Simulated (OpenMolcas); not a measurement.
# A OpenMolcas job on InCNF2 (SMILES N#[C][In]([F])[F])

Aim: the excited states of InCNF2.

The calculation is run with OpenMolcas 26.06.

## Step 1: The molecule

The species is InCNF2 (5 atoms), meant as a singlet with charge 0. As SMILES, `N#[C][In]([F])[F]`. The shape is that of a PBE0-D4/def2-TZVP optimisation.

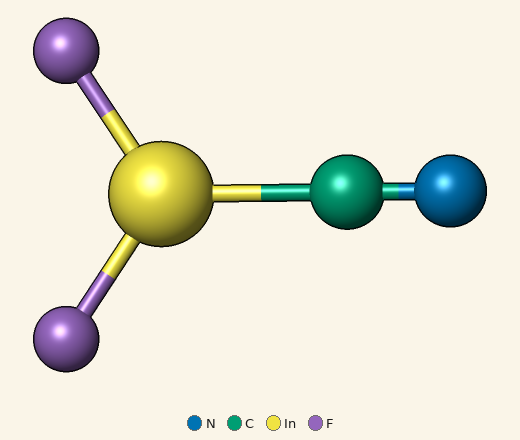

Viewed from a chosen angle; nitrogen blue, carbon teal, indium yellow, fluorine purple.

## Step 2: The job

step12.inp

```
&gateway
 coord
 5
 angstrom
 N        1.298000      -1.592200       1.589600
 C        0.724900      -0.890300       0.878600
 In      -0.306000       0.372300      -0.400300
 F       -1.872100      -0.154800      -1.375500
 F        0.205100       2.191400      -0.733700
 basis
 ANO-R1
 group
 NoSym
 ricd

&seward

&rasscf
 fileorb
 $CurrDir/step2.RasOrb
 spin
 1
 nactel
 2 0 0
 inactive
 39
 ras2
 2
 ciroot
 6 6 1
 orblisting
 Nothing

&caspt2
 multistate
 all
```

Run with:

```bash
$ export MOLCAS_MEM=1860
$ pymolcas step12.inp > step12.log
```

The program printed:

```text
--- Start Module: gateway ---

                                              &GATEWAY

                       available to each process: 1.9 GB of memory, 1 thread

++    Symmetry information:
      ---------------------

                    Character Table for C1

                             E
                    a        1  x, y, xy, Rz, z, xz, Ry, yz, Rx, I
--

++    Basis set information:
      ----------------------

      Basis set label: N.ANO-R...3S2P1D.

      Electronic valence basis set:
      ------------------
      Associated Effective Charge   7.000000 au
      Associated Actual Charge      7.000000 au
      Nuclear Model: Finite nucleus - Gaussian distribution
        Gaussian exponent, Xi/bohr**(-2):  6.28656E+08

      Shell  nPrim  nBasis  Cartesian Spherical Contaminant
         s      13       3        X
         p       8       2        X
         d       4       1                 X

      Basis set label: C.ANO-R...3S2P1D.

      Electronic valence basis set:
      ------------------
      Associated Effective Charge   6.000000 au
      Associated Actual Charge      6.000000 au
      Nuclear Model: Finite nucleus - Gaussian distribution
        Gaussian exponent, Xi/bohr**(-2):  6.80775E+08

[... 130 lines left out ...]
      Nuclear repulsion energy =  438.18027712
[... 15 lines left out ...]
++    Orbital specifications:
      -----------------------

      Symmetry species                           1
                                                 a
      Frozen orbitals                            0
      Inactive orbitals                         39
      Active orbitals                            2
      RAS1 orbitals                              0
      RAS2 orbitals                              2
      RAS3 orbitals                              0
      Secondary orbitals                        58
      Deleted orbitals                           0
      Number of basis functions                 99
--

++    CI expansion specifications:
      ----------------------------

      Number of CSFs                             3
      Number of spin combinations                3
      Number of determinants                     4
      Number of root(s) required                 6
      Root chosen for geometry opt.              6
      CI roots used                              1     2     3     4     5     6
      weights                                0.167 0.167 0.167 0.167 0.167 0.167
      highest root included in the CI            6
      max. size of the explicit Hamiltonian      3
--
 ************ ERROR ***********
  You can't ask for more roots
  than there are configurations
 ******************************

--- Stop Module: rasscf /rc=_RC_INPUT_ERROR_ ---

.####################.
.# User input error #.
.####################.

    Timing: Wall=12.76 User=11.00 System=1.37
```

It took 13 s on 1 thread of AMD EPYC 7R43 (Zen 3), shared host; peak memory 0.28 GiB.

## Step 3: Diagnosis

The program broke off before the end.

The telling line is `You can't ask for more roots`. The fault: more states are asked for than the space holds.
